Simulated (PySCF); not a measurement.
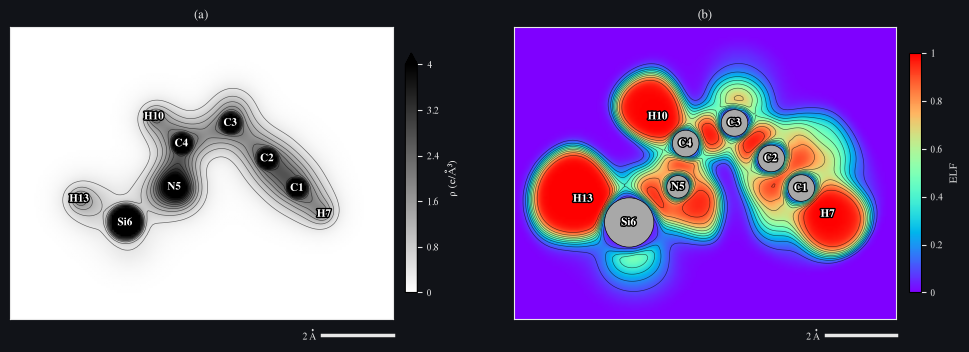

The picture shows: C₄H₇NSi (SMILES C#CC/C=N/[SiH3]). (a) total electron density; (b) ELF on the plane of atoms N5, Si6 and H13. Grey discs cover the atomic cores in the ELF map.

Geometry: GFN2-xTB.

Method: PBE0/def2-SVPD, SCF density, gas phase (PySCF).

```yaml
atoms:
  - { symbol: C, position_ang: [-2.2067, 1.8245, 0.2059] }
  - { symbol: C, position_ang: [-1.9164, 0.6684, 0.1110] }
  - { symbol: C, position_ang: [-1.5511, -0.7283, 0.0006] }
  - { symbol: C, position_ang: [-0.0655, -0.9462, -0.0528] }
  - { symbol: N, position_ang: [0.7568, -0.0098, -0.0376] }
  - { symbol: Si, position_ang: [2.4640, 0.1377, -0.0859] }
  - { symbol: H, position_ang: [-2.4616, 2.8382, 0.2898] }
  - { symbol: H, position_ang: [-1.9528, -1.2854, 0.8549] }
  - { symbol: H, position_ang: [-1.9948, -1.1571, -0.9056] }
  - { symbol: H, position_ang: [0.2177, -2.0097, -0.1076] }
  - { symbol: H, position_ang: [2.7711, 0.8474, 1.1523] }
  - { symbol: H, position_ang: [2.6962, 0.9318, -1.2889] }
  - { symbol: H, position_ang: [3.2386, -1.1109, -0.1537] }
```

**Interpret the plot.**

The section cuts through C, N, Si and H sites.
C–C (1.20 Å): ρ at the midpoint is about 2.7 e/Å³; the ELF peaks at about 0.85 between the atoms (a short, multiple covalent bond).
C–N (1.25 Å): ρ at the midpoint is about 2.9 e/Å³; the ELF peaks at about 0.90 between the atoms: a short, multiple covalent bond.
Si–N (1.71 Å): ρ at the midpoint is about 1.1 e/Å³; the ELF peaks at about 0.90 between the atoms (a shared but strongly polarised pair).
C–H (1.05 Å): ρ is about 2.1 e/Å³ halfway; the ELF climbs to about 1 towards the hydrogen, as it does in any bond to H (an ordinary covalent bond to hydrogen).
Si–H (1.47 Å): the density is about 0.78 e/Å³ at the midpoint; the ELF climbs to about 1 towards the hydrogen.
